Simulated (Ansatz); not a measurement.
A computed series for Nb2CS: pressure series

The parent structure is Nb₂CS (space group P6_3/mmc, No. 194; a = 3.2683 Å, c = 11.5634 Å; a cell from a computed database, its experimental status unchecked).

Cell and atoms are relaxed at each pressure.

Level of theory: PBEsol (Ansatz, a quantum-chemistry and plane-wave program, PAW, spin-orbit coupling left out).

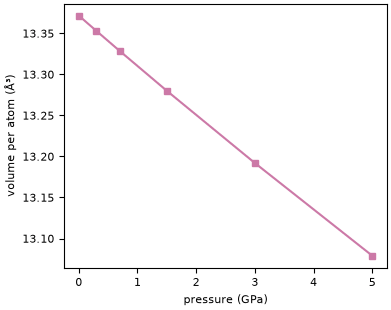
Figure: Volume per atom against pressure

```csv
pressure (GPa),volume per atom
0.3,13.35 Å³
0.7,13.33 Å³
1.5,13.28 Å³
3,13.19 Å³
5,13.08 Å³
```

Load acts through the strain it causes; cell and atoms are relaxed under it. Stability against distortions was not tested. Competing high-pressure phases were not computed. All final runs are without spin polarisation.
